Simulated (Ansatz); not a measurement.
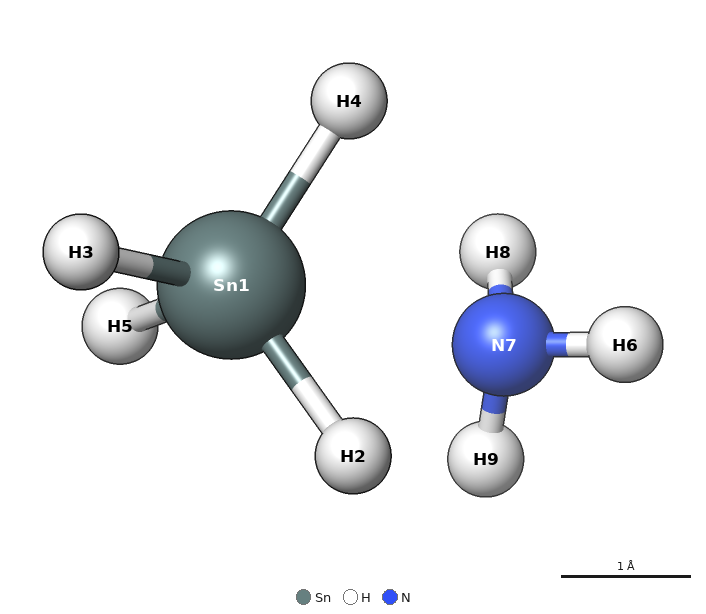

The atoms are numbered. The computed structure is the end point of a PBE0-D4/def2-TZVP optimisation.

Question: Describe the coordination of atom 7.

Answer: N7 has 3 neighbours (H6 at 1.01, H8 at 1.01, H9 at 1.01 Å); the arrangement is trigonal pyramidal.

Question: What is the geometry at Sn1?

Answer: Sn1 has 4 neighbours (H2 at 1.70, H3 at 1.72, H4 at 1.70, H5 at 1.70 Å); the arrangement is tetrahedral.
